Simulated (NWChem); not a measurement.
# One shape, several levels: CH2O2Se (SMILES O=C(O)[SeH])

Aim: a comparison of 6 runs (HF/STO-3G, HF/3-21G, B3LYP/6-31G*, wB97X/def2-SVP, r2SCAN/def2-TZVP) of CH2O2Se. 

Program for the calculation: NWChem 7.3.0.

## 1. The system as given

CH2O2Se has 6 atoms, charge 0, and is taken as a singlet. SMILES: `O=C(O)[SeH]`. The shape is that of a PBE0-D4/def2-TZVP optimisation. This is one conformer, not always the lowest.

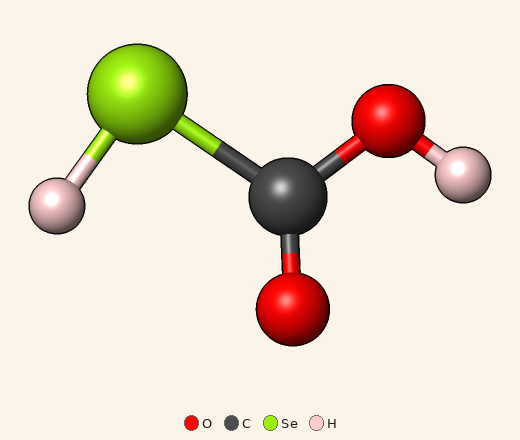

Viewed from a chosen angle; oxygen red, carbon dark grey, selenium green, hydrogen pink.

## 2. Energy and forces at HF/STO-3G (run 1)

sp.xyz reads:

```xyz
6

O     -0.276900    -0.663300     1.138200
C      0.111000    -0.154100     0.132900
O      1.322400    -0.339300    -0.405500
Se    -0.872700     1.058700    -0.986600
H      1.797000    -0.952500     0.175600
H     -2.038700     0.986400    -0.100800
```

run.py reads:

```python
from ase.io import read
from ase.calculators.nwchem import NWChem

mol = read('sp.xyz')

calc = NWChem(
    label='sp',
    theory='scf',
    memory='2200 mb',
    basis='STO-3G',
    basispar='spherical bse',
    scf={'nopen': '0', 'rhf': None, 'thresh': '1e-08', 'maxiter': '80'},
)
mol.calc = calc

forces = mol.get_forces()
e = mol.get_potential_energy()
print(f"E = {e:.6f} eV")
print("forces (eV/A):")
for s, f in zip(mol.symbols, forces):
    print(f"{s:2s} {f[0]:10.5f} {f[1]:10.5f} {f[2]:10.5f}")
print("dipole (e A):", mol.get_dipole_moment().round(4))
```

On the command line:

```bash
export ASE_NWCHEM_COMMAND="nwchem PREFIX.nwi > PREFIX.nwo"
python run.py
```

Output:

```text
E = -69655.210105 eV
forces (eV/A):
O    -0.75884   -1.19659    2.26067
C    -1.48605    1.49160   -1.19263
O     2.01076    0.29845   -1.78126
Se   -0.88050    0.13303    0.39415
H     0.64663   -0.85854    0.82563
H     0.46799    0.13200   -0.50656
dipole (e A): [ 0.053  -0.1035  0.1163]
```

The calculator wrote sp.nwi:

```
title "sp"

permanent_dir sp

scratch_dir sp

start sp

geometry units angstrom nocenter noautosym noautoz
  O  -2.7689999999999998e-01 -6.6330000000000000e-01 1.1382000000000001e+00
  C  1.1100000000000000e-01 -1.5409999999999999e-01 1.3289999999999999e-01
  O  1.3224000000000000e+00 -3.3929999999999999e-01 -4.0550000000000003e-01
  Se -8.7270000000000003e-01 1.0587000000000000e+00 -9.8660000000000003e-01
  H  1.7969999999999999e+00 -9.5250000000000001e-01 1.7560000000000001e-01
  H  -2.0387000000000000e+00 9.8640000000000005e-01 -1.0080000000000000e-01
end

memory 2200 mb

basis spherical bse noprint
   * library STO-3G
end

scf
  nopen 0
  rhf
  thresh 1e-08
  maxiter 80
end

task scf gradient
```

sp.nwo (excerpt; [...] marks lines left out):

```text
[...]
      One-electron energy =  -4072.493658917824
[... 1 line left out ...]
 Nuclear repulsion energy =    246.363648995313
[... 43 lines left out ...]
                       ROHF Final Molecular Orbital Analysis
[... 181 lines left out ...]
                              NWChem Gradients Module
[...]
  wavefunction    =   RHF
                         RHF ENERGY GRADIENTS
    atom               coordinates                        gradient
                 x          y          z           x          y          z
   1 O      -0.523265  -1.253455   2.150886    0.014757   0.023270  -0.043963
   2 C       0.209760  -0.291207   0.251145    0.028899  -0.029007   0.023193
   3 O       2.498974  -0.641184  -0.766284   -0.039103  -0.005804   0.034640
   4 Se     -1.649164   2.000653  -1.864404    0.017123  -0.002587  -0.007665
   5 H       3.395838  -1.799964   0.331836   -0.012575   0.016696  -0.016056
   6 H      -3.852584   1.864026  -0.190484   -0.009101  -0.002567   0.009851
[...]
```

Run time: 6.9 s. Hardware: 1 thread of Intel Xeon Platinum 8259CL at 2.50GHz (Skylake/Cascade Lake), shared host; peak memory 0.1 GiB.

## 3. Energy and forces at HF/3-21G (run 2)

ch2o2se.xyz reads:

```xyz
6
CH2O2Se hf
O     -0.276900    -0.663300     1.138200
C      0.111000    -0.154100     0.132900
O      1.322400    -0.339300    -0.405500
Se    -0.872700     1.058700    -0.986600
H      1.797000    -0.952500     0.175600
H     -2.038700     0.986400    -0.100800
```

run.py reads:

```python
from ase.io import read
from ase.calculators.nwchem import NWChem

system = read('ch2o2se.xyz')

calc = NWChem(
    label='ch2o2se',
    theory='scf',
    memory='2200 mb',
    basis='3-21G',
    basispar='spherical bse',
    scf={'nopen': '0', 'rhf': None, 'thresh': '1e-08', 'maxiter': '80'},
)
system.calc = calc

forces = system.get_forces()
e = system.get_potential_energy()
print(f"E = {e:.6f} eV")
print("forces (eV/A):")
for s, f in zip(system.symbols, forces):
    print(f"{s:2s} {f[0]:10.5f} {f[1]:10.5f} {f[2]:10.5f}")
print("dipole (e A):", system.get_dipole_moment().round(4))
```

On the command line:

```bash
export ASE_NWCHEM_COMMAND="nwchem PREFIX.nwi > PREFIX.nwo"
python run.py
```

Output:

```text
E = -70101.204076 eV
forces (eV/A):
O     0.06608   -0.17792    0.21685
C    -0.66679    0.51731   -0.31280
O     0.24415   -0.37908    0.39220
Se   -0.19376    0.13956   -0.07461
H     0.64936   -0.16486   -0.19242
H    -0.09904    0.06500   -0.02921
dipole (e A): [ 0.0955 -0.0147 -0.0423]
```

The calculator wrote ch2o2se.nwi:

```
title "ch2o2se"

permanent_dir ch2o2se

scratch_dir ch2o2se

start ch2o2se

geometry units angstrom nocenter noautosym noautoz
  O  -2.7689999999999998e-01 -6.6330000000000000e-01 1.1382000000000001e+00
  C  1.1100000000000000e-01 -1.5409999999999999e-01 1.3289999999999999e-01
  O  1.3224000000000000e+00 -3.3929999999999999e-01 -4.0550000000000003e-01
  Se -8.7270000000000003e-01 1.0587000000000000e+00 -9.8660000000000003e-01
  H  1.7969999999999999e+00 -9.5250000000000001e-01 1.7560000000000001e-01
  H  -2.0387000000000000e+00 9.8640000000000005e-01 -1.0080000000000000e-01
end

memory 2200 mb

basis spherical bse noprint
   * library 3-21G
end

scf
  nopen 0
  rhf
  thresh 1e-08
  maxiter 80
end

task scf gradient
```

ch2o2se.nwo (excerpt; [...] marks lines left out):

```text
[...]
      One-electron energy =  -4078.780548689905
[... 1 line left out ...]
 Nuclear repulsion energy =    246.363648995313
[... 47 lines left out ...]
                       ROHF Final Molecular Orbital Analysis
[... 201 lines left out ...]
                              NWChem Gradients Module
[...]
  wavefunction    =   RHF
                         RHF ENERGY GRADIENTS
    atom               coordinates                        gradient
                 x          y          z           x          y          z
   1 O      -0.523265  -1.253455   2.150886   -0.001285   0.003460  -0.004217
   2 C       0.209760  -0.291207   0.251145    0.012967  -0.010060   0.006083
   3 O       2.498974  -0.641184  -0.766284   -0.004748   0.007372  -0.007627
   4 Se     -1.649164   2.000653  -1.864404    0.003768  -0.002714   0.001451
   5 H       3.395838  -1.799964   0.331836   -0.012628   0.003206   0.003742
   6 H      -3.852584   1.864026  -0.190484    0.001926  -0.001264   0.000568
[...]
```

Wall time 7.5 s (1 thread of Intel Xeon Platinum 8259CL at 2.50GHz (Skylake/Cascade Lake), shared host); peak memory 0.1 GiB.

Runs 3 to 5 aren't shown in full; the table further down has their settings and results.

## 4. Energy and forces at r2SCAN/def2-TZVP (run 6)

Edit ch2o2se.xyz of step 3 so:

```diff
@@ -1,3 +1,3 @@
 6
-CH2O2Se hf
+
 O     -0.276900    -0.663300     1.138200
```

ch2o2se.nw reads:

```
START ch2o2se
memory 2200 mb
charge 0
GEOMETRY units angstroms noautosym nocenter noautoz
load format xyz ch2o2se.xyz
END
BASIS spherical bse
* library def2-TZVP
END
DFT
xc r2scan
grid fine
convergence energy 1e-08
maxiter 100
mulliken
END
TASK dft gradient
```

On the command line:

```bash
nwchem ch2o2se.nw > ch2o2se.out
```

Output:

```text
[...]
          Wavefunction type:  closed shell.
          No. of atoms     :     6
          No. of electrons :    58
[...]
          Charge           :     0
          Spin multiplicity:     1
[...]
          AO basis - number of functions:   153
[...]
              XC Information
              --------------
                      r^2SCAN Method XC Functional
               r^2SCAN metaGGA Exchange Functional  1.000
                     r^2SCAN Correlation Potential  1.000
[...]
 d= 0,ls=0.0,diis     1  -2591.1554503419 -2.84D+03  8.90D-03  1.66D+00    12.1
[...]
 d= 0,ls=0.0,diis    12  -2591.3022319068 -1.56D-09  7.31D-08  2.14D-10   164.9
         Total DFT energy =    -2591.302231906834
      One electron energy =    -4093.463250053197
           Coulomb energy =     1366.225632807989
    Exchange-Corr. energy =     -110.428263656940
 Nuclear repulsion energy =      246.363648995314
[...]
      Total Density - Mulliken Population Analysis
     ---------------------------------------------
    Atom       Charge   Shell Charges
 -----------   ------   -------------------------------------------------------
    1 O    8     8.31   0.79  1.18  0.61  0.90  0.35  1.88  1.82  0.74  0.00  0.03  0.00
    2 C    6     5.72   0.86  1.12  0.54  0.55  0.01  1.21  0.99  0.15  0.06  0.21  0.02
    3 O    8     8.36   0.79  1.18  0.60  0.93  0.29  1.90  1.93  0.71  0.00  0.03  0.00
    4 Se  34    34.08   2.00  2.00  1.17  0.77  1.04  0.88  6.00  5.93  1.06  2.21  0.94  8.92  1.02  0.08  0.06  0.01
    5 H    1     0.67   0.25  0.33  0.05  0.05
    6 H    1     0.86   0.23  0.49  0.12  0.02
[...]
  wavefunction    = closed shell
                         DFT ENERGY GRADIENTS
    atom               coordinates                        gradient
                 x          y          z           x          y          z
   1 O      -0.523265  -1.253455   2.150886    0.003410   0.003926  -0.008036
   2 C       0.209760  -0.291207   0.251145    0.002091  -0.002080   0.001660
   3 O       2.498974  -0.641184  -0.766284   -0.005409  -0.001828   0.006293
   4 Se     -1.649164   2.000653  -1.864404    0.001347  -0.002201   0.002320
   5 H       3.395838  -1.799964   0.331836   -0.001243   0.002068  -0.002200
   6 H      -3.852584   1.864026  -0.190484   -0.000195   0.000116  -0.000036
[...]
```

Run time: 3.7 min. Hardware: 1 thread of Intel Xeon Platinum 8259CL at 2.50GHz (Skylake/Cascade Lake), shared host; peak memory 0.14 GiB.

## 5. Overview of the runs

| run | level | Cartesian functions | iteration cap | energy (Eh) | dipole moment (D) | HOMO energy (eV) | LUMO energy (eV) | wall time |
| --- | --- | --- | --- | --- | --- | --- | --- | --- |
| 1 | HF/STO-3G | no | 80 | -2559.781778 | 0.79 | -7.81 | 8.33 | 6.9 s |
| 2 | HF/3-21G | no | 80 | -2576.171754 | 0.51 | -10.11 | 3.76 | 7.5 s |
| 3 | B3LYP/6-31G* (Cartesian functions) | yes | 100 | -2591.052794 | – | – | – | 56 s |
| 4 | B3LYP/6-31G* (spherical functions) | no | 100 | -2591.041851 | 0.77 | -7.08 | -0.33 | 52 s |
| 5 | wB97X/def2-SVP | no | 100 | -2590.868492 | 0.76 | -9.68 | 2.21 | 2 min |
| 6 | r2SCAN/def2-TZVP | no | 100 | -2591.302232 | 0.86 | -6.65 | -1.03 | 3.7 min |

## 6. Results

| quantity | value |
| --- | --- |
| run 6: total energy | -2591.30223 Eh |
| run 6: dipole moment | 0.86 D |
| run 6: HOMO energy | -6.65 eV |
| run 6: LUMO energy | -1.03 eV |
| run 6: HOMO–LUMO gap | 5.62 eV |
| run 6: largest force on an atom | 0.492 eV/Å |

**Reading.** Over runs 1, 2, 4, 5, 6 the dipole moment (its size) runs from 0.51 D (HF/3-21G) to 0.86 D (r2SCAN/def2-TZVP). The two ends differ in method and basis. Over runs 1, 2, 4, 5, 6 the HOMO–LUMO gap runs from 5.62 eV (r2SCAN/def2-TZVP) to 16.14 eV (HF/STO-3G). Totals of different functionals can't be ranked against each other. In run 1 the basis is minimal, so the values are rough. All runs together took 7.7 min, the longest 3.7 min.
